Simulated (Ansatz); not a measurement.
GeH$_{4}$···H (doublet)

```xyz
6

Ge    0.0003    0.0000   -0.0661
H     0.0002    0.0000    1.4830
H     1.4484    0.0000   -0.5838
H    -0.7236    1.2541   -0.5840
H    -0.7236   -1.2541   -0.5840
H    -0.0001    0.0000    3.3464
```

These are results of UKS PBE0-D4/def2-SVP in Ansatz 0.2.0, not measurements.

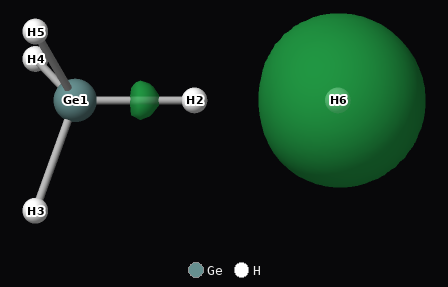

Figure 1. Isosurface of the spin density at +0.03 e/Å³ (green), seen from one side.

Question: Which atoms carry the spin?

Answer: The unpaired spin (1 electron) lies mostly on H6 (about 0.9), in electrons by Hirshfeld's partition.

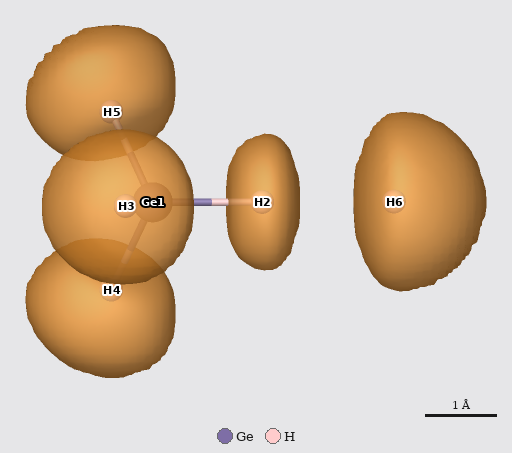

Figure 2. Isosurface of the ELF at 0.9 (orange), seen across its widest extent. Only the valence region is drawn (cores and ρ < 0.01 e/Å³ removed).

Question: Where are the electrons localised?

Answer: At this value the surface marks out five regions around hydrogen nuclei.


H2···H6 (1.86 Å): the ELF dips to about 0.15 between them. Ge–H (1.54 Å): the ELF climbs to about 1 towards the hydrogen.

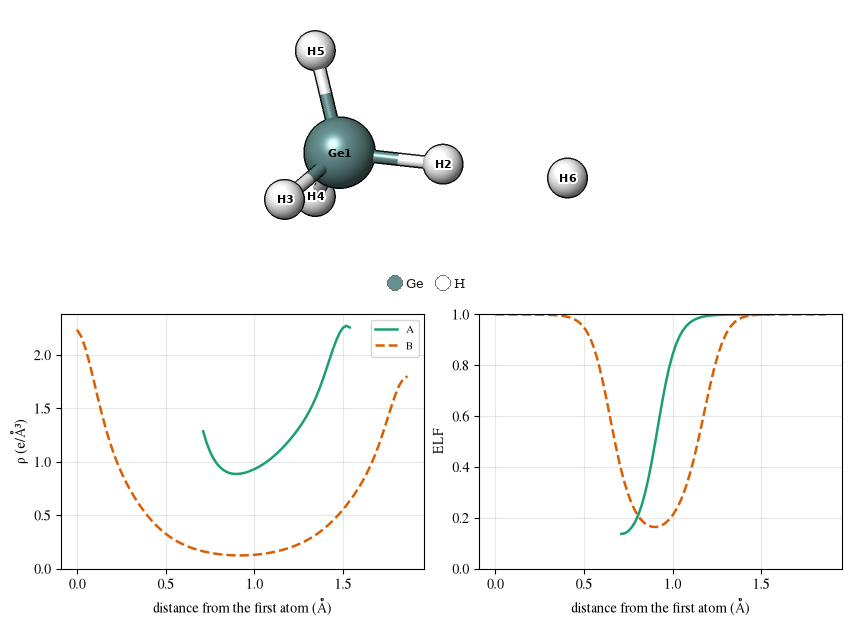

Figure 3. Total electron density and electron localisation function along straight lines between neighbouring atoms. The curves leave out the atomic cores. The structure is drawn too.

Question: Which curve belongs to which contact (Ge–H and H–H)? The first atom named is at distance zero.

Answer: Curve A: Ge–H (1.54 Å): the density is about 1 e/Å³ at the midpoint; the ELF climbs to about 1 towards the hydrogen. Curve B: H2···H6 (1.86 Å): the density falls to about 0.12 e/Å³ on the way; the ELF dips to about 0.15 between them.
